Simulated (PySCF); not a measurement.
## Atomic calculation for Ba

System: Ba, configuration 1s2 2s2 2p6 3s2 3p6 3d10 4s2 4p6 4d10 5s2 5p6 6s2, multiplicity 1.
Method: unrestricted HF, aug-cc-pVDZ-X2C, spin-free X2C-1e, Gaussian nucleus (PySCF).

### Summary

```
      quantity                      value
       outcome                  converged
  total energy         −8131.6354 hartree
SCF iterations                          1
      hardware  1 CPU thread, shared host
      CPU time     34 s (integrals apart)
```

### Remarks

Radii and densities are those of the two-component orbitals, without the picture-change correction, so the innermost s shells come out slightly too small (about 1 % for 1s near Z = 40, more for heavier atoms).

### The input
```python
from pyscf import gto, scf, dft, mp, cc
import basis_set_exchange as bse
mol = gto.M(atom="Ba 0 0 0", charge=0, spin=0, symmetry="D2h",
            basis=gto.basis.parse(bse.get_basis("aug-cc-pVDZ-X2C", elements=["Ba"], fmt="nwchem")),
            nucmod="G")
mf = scf.UHF(mol).sfx2c1e()
mf.irrep_nelec = {'Ag': (10, 10), 'B1g': (2, 2), 'B2g': (2, 2), 'B3g': (2, 2), 'B1u': (4, 4), 'B2u': (4, 4), 'B3u': (4, 4)}
mf.kernel()
```

The script is an equivalent of what the driver set up; the driver started from orbitals of its own, so the log can be shorter than this script's would be, and it computed the properties (radii, ⟨L²⟩, response) afterwards. It held the occupations shell by shell, which the script's counts by irreducible representation don't always enforce.

### The program's output (extracts)
```
damping factor = 0
level_shift factor = 0
DIIS = <class 'pyscf.scf.diis.CDIIS'>
diis_start_cycle = 1
diis_space = 10
diis_damp = 0
SCF conv_tol = 1e-09
SCF conv_tol_grad = None
number electrons alpha = 28  beta = 28
cycle= 1 E= -8131.6354136821  delta_E= -2.55e-11  |g|= 5.95e-07  |ddm|= 8.93e-05
converged SCF energy = -8131.6354136821  <S^2> = -3.907985e-14  2S+1 = 1
```

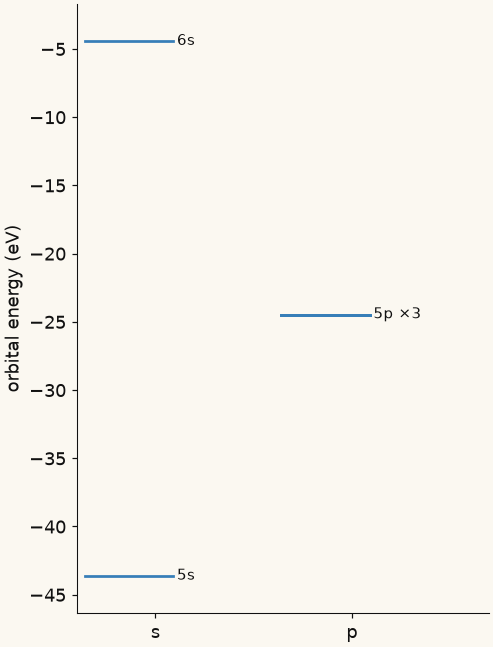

Figure 1. Orbital energies of the mean field, from the top down to −43.6 eV, by angular momentum; ×n counts the orbitals under one label. The highest filled orbital is 6s at −4.44 eV, the lowest empty one p at 0.263 eV.

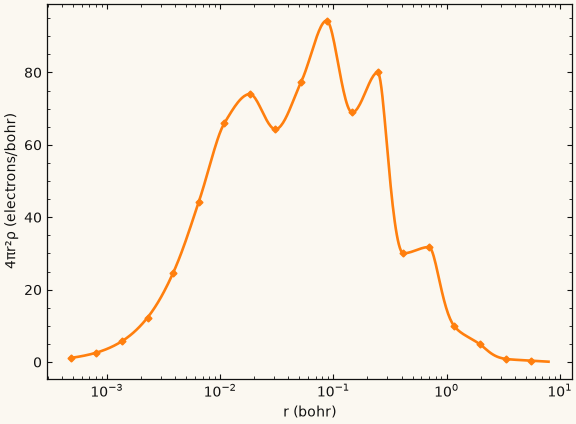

Figure 2. Spherically averaged radial density 4πr²ρ of the mean field; markers are the stored points, which are sparse, and the line is a monotone interpolation between them. The largest stored value is 94.3 electrons/bohr at r = 0.087 bohr. Root-mean-square radii of the shells: 4s 0.715, 4p 0.761, 4d 0.862, 5s 1.76, 5p 2.05, 6s 5.42 bohr.
